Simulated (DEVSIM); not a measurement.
Device: In0.53Ga0.47As n-i-p diode, at 300 K.

| layer (left to right) | material | thickness (μm) | Nd (cm⁻³) | Na (cm⁻³) | τn (s) | τp (s) |
|---|---|---|---|---|---|---|
| 1 | In0.53Ga0.47As | 1.20 | 1e17 | - | 1.1e-9 | 1.1e-9 |
| 2 | In0.53Ga0.47As | 8.60 | - | 1.4e11 | 1.1e-9 | 1.1e-9 |
| 3 | In0.53Ga0.47As | 2.90 | - | 1.4e17 | 1.1e-9 | 1.1e-9 |

Left contact: ohmic. Right contact: ohmic. Voltage is applied to the left contact. Recombination: SRH at mid-gap, Auger. Mobility is constant in doping.

Constants are typed, rounded textbook-type inputs, not results; the design itself was drawn at random and stands for no fabricated device. Values at 300 K.

| parameter | In0.53Ga0.47As |
|---|---|
| gap (eV) | 0.74 |
| affinity (eV) | 4.51 |
| permittivity | 13.9 |
| Nc (cm⁻³) | 2.1e17 |
| Nv (cm⁻³) | 7.7e18 |
| μn (cm²/Vs) | 12000 |
| μp (cm²/Vs) | 300 |
| Cn (cm⁶/s) | 5e-29 |
| Cp (cm⁶/s) | 5e-29 |

Model (solved in DEVSIM): 1D drift-diffusion, Boltzmann statistics, complete ionisation; no tunnelling, impact ionisation, image-force lowering or self-heating.

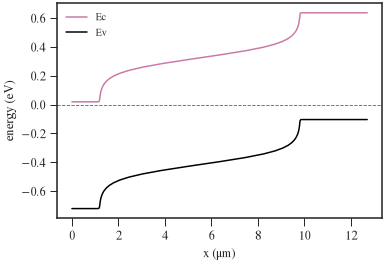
Band edges at zero bias

Energies count from the Fermi level of the right contact; mesh points crowd at the junctions.

| x (μm) | Ec (eV) | Ev (eV) | n (cm⁻³) | p (cm⁻³) | field (V/cm) |
|---|---|---|---|---|---|
| 0.000 | 0.019 | -0.721 | 1.0e17 | 6000000 | ≈ 0 |
| 0.04704 | 0.019 | -0.721 | 1.0e17 | 6000000 | ≈ 0 |
| 0.1907 | 0.019 | -0.721 | 1.0e17 | 6000000 | ≈ 0 |
| 0.5959 | 0.019 | -0.721 | 1.0e17 | 6000000 | ≈ 0 |
| 1.066 | 0.019 | -0.721 | 1.0e17 | 6000000 | ≈ 0 |
| 1.172 | 0.023 | -0.717 | 8.5e16 | 7000000 | 2800 |
| 1.208 | 0.056 | -0.684 | 2.4e16 | 2.5e7 | 13000 |
| 1.314 | 0.123 | -0.617 | 1.8e15 | 3.3e8 | 3500 |
| 1.607 | 0.179 | -0.561 | 2.0e14 | 3.0e9 | 1200 |
| 2.465 | 0.238 | -0.502 | 2.1e13 | 2.8e10 | 440 |
| 5.032 | 0.313 | -0.427 | 1.2e12 | 5.2e11 | 240 |
| 8.736 | 0.419 | -0.321 | 1.9e10 | 3.1e13 | 500 |
| 9.461 | 0.477 | -0.263 | 2.0e9 | 2.9e14 | 1400 |
| 9.703 | 0.533 | -0.207 | 2.3e8 | 2.5e15 | 4200 |
| 9.797 | 0.606 | -0.134 | 1.4e7 | 4.3e16 | 17000 |
| 9.840 | 0.635 | -0.105 | 4500000 | 1.3e17 | 890 |
| 9.965 | 0.636 | -0.104 | 4300000 | 1.4e17 | ≈ 0 |
| 10.36 | 0.636 | -0.104 | 4300000 | 1.4e17 | ≈ 0 |
| 11.81 | 0.636 | -0.104 | 4300000 | 1.4e17 | ≈ 0 |
| 12.42 | 0.636 | -0.104 | 4300000 | 1.4e17 | ≈ 0 |
| 12.62 | 0.636 | -0.104 | 4300000 | 1.4e17 | ≈ 0 |
| 12.70 | 0.636 | -0.104 | 4300000 | 1.4e17 | ≈ 0 |
